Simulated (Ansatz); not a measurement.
# Calculations on TiNH₃BrF₃

Part 1: Relaxation

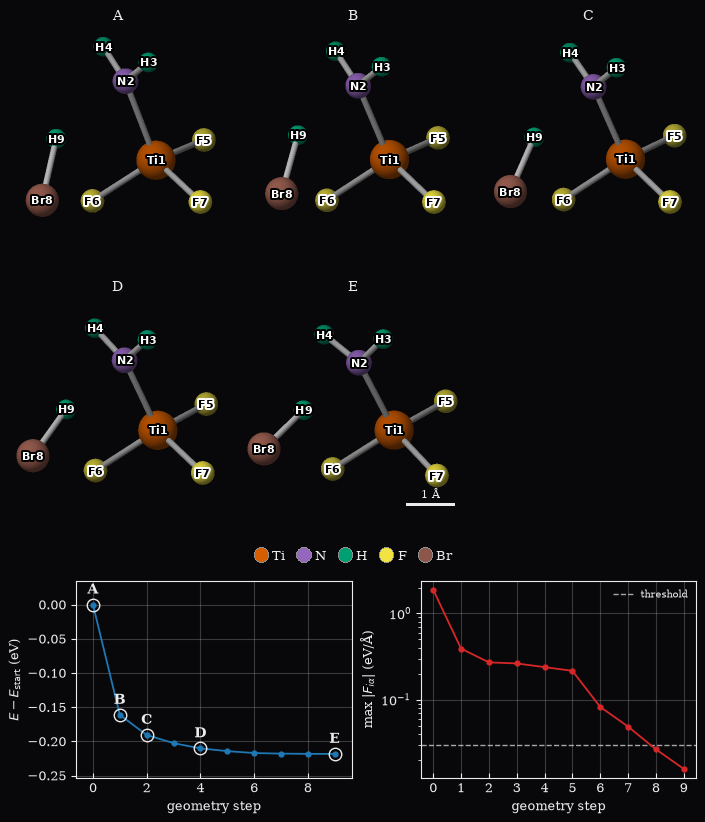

Frames of a relaxation of TiNH3BrF3, marked on the history of the run. A ball-and-stick model, seen from a free direction.

The run prepares an end point of a later path (reaction) calculation, from a guessed geometry.

Theory: RKS B3LYP-D4/def2-SVP in Ansatz 0.2.0. Settings: no spin polarisation; force threshold 0.03 eV/Å; at most 50 steps.

**Describe the path.**

Br8 moves most after the best rigid fit: 0.59 Å. Largest moves by element: Br 0.59 Å, H 0.50 Å, F 0.25 Å, N 0.23 Å, Ti 0.12 Å. Among the contacts that change: Ti1–N2 1.996 → 1.881 Å, Br8–H9 1.506 → 1.453 Å, Ti1–H9 2.986 → 2.952 Å, Ti1–F7 1.733 → 1.738 Å. Bond angles that change, for instance: F5–Ti1–F6 105.7° → 108.4°, N2–Ti1–F6 109.7° → 107.4°. After 9 geometry steps the energy has fallen by 0.218 eV. Largest force component: 1.9 eV/Å at the start, 0.016 eV/Å at the end. From step 0 to 1: Br8 moves most (0.19 Å), energy −0.161 eV. From step 1 to 2: Br8 moves most (0.19 Å), energy −0.029 eV. From step 2 to 4: Br8 moves most (0.23 Å), energy −0.020 eV. From step 4 to 9: H and Br atoms move most (0.20 Å), energy −0.008 eV.

Limits of the set-up: the start holds two separate molecules, 2.3 Å apart at their closest, whose relative position is a soft coordinate.

Part 2: Relaxation

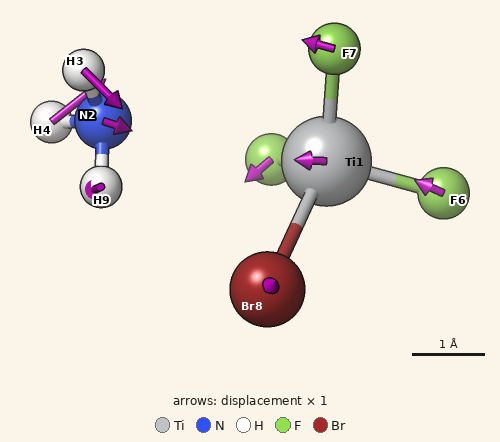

A relaxation of TiNH3BrF3. The starting structure is drawn; purple arrows show the displacements, at their true length. The two geometries are superimposed by the best rigid fit.

The picture is a ball-and-stick view, seen from a free direction.

The run prepares an end point of a later path (reaction) calculation, from a guessed geometry.

The calculation used RKS B3LYP-D4/def2-SVP (Ansatz 0.2.0). Settings: no spin polarisation; force threshold 0.03 eV/Å; at most 50 steps.

> Atoms of which element are displaced furthest, and by how much?

Hydrogen: up to 0.98 Å, against 0.51 Å for fluorine.

> What happened in the run?

An H atom moves most after the best rigid fit: 0.98 Å. By element the largest moves are H 0.98 Å, F 0.51 Å, Ti 0.49 Å, N 0.45 Å, Br 0.34 Å. Near-neighbour distances that change, for instance: H–Ti 3.874 → 2.839 Å, H–Ti 3.870 → 2.856 Å, N–Ti 3.240 → 2.315 Å, H–Ti 3.372 → 2.857 Å. New bonds form, among them: N–Ti (3.24 → 2.31 Å). Bond angles that change, for instance: F–Ti–Br 104.2° → 97.9°, F–Ti–F 104.8° → 98.8°, F–Ti–F 104.5° → 98.8°. After 16 accepted moves (19 points after the start) the energy has fallen by 16.4 kcal/mol. Largest force component: 1.1 eV/Å at the start, 0.017 eV/Å at the end. The line search rejected the trial steps at points 4, 13, 15 of the run. The forces were under the threshold at step 9, but the run went on from there. The run took 25 s on 4 threads of AMD EPYC 9R45 96-Core Processor (Zen 5), with other jobs on the host, peak memory 0.42 GiB.

Limits of the set-up: the start holds two separate molecules, 2.8 Å apart at their closest, whose relative position is a soft coordinate.

Part 3: Path

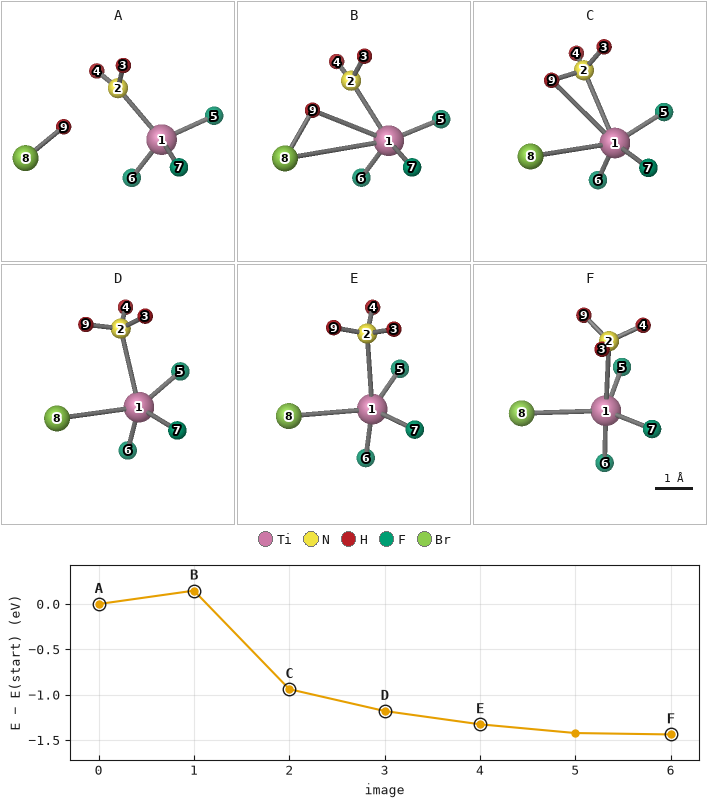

A search for the minimum-energy path of TiNH3BrF3 by the nudged elastic band. Images are numbered from 0 (start) to 6 (end). Frames A to F are images 0, 1, 2, 3, 4, 6. The picture is a ball-and-stick view, seen at a tilt.

These are results of Ansatz 0.2.0, RKS B3LYP-D4/def2-SVP, not measurements. Settings: 5 movable images; climbing image; force threshold 0.05 eV/Å; iteration limit 60; starting path through a guess of the saddle point.

Read off the barrier and say what moves.

The energy climbs by 0.15 eV to image 1 and then falls by 1.58 eV, so the end point sits at −1.44 eV. Breaking: Br8–H9 (1.45 → 1.60 at the top → 3.17 Å). Forming: N2–H9 (1.98 → 1.46 at the top → 1.02 Å), Ti1–Br8 (4.14 → 3.24 at the top → 2.41 Å). The band converged in 28 iterations. The largest component of the band force went from 11 to 0.044 eV/Å. The climbing image converged on the top of the path. Its vibrational analysis gives one imaginary mode (473i cm⁻¹), as a transition state must have.

Cost: 2.8 min on 4 threads of AMD EPYC 9R45 96-Core Processor (Zen 5) (shared host), peak memory 0.44 GiB.
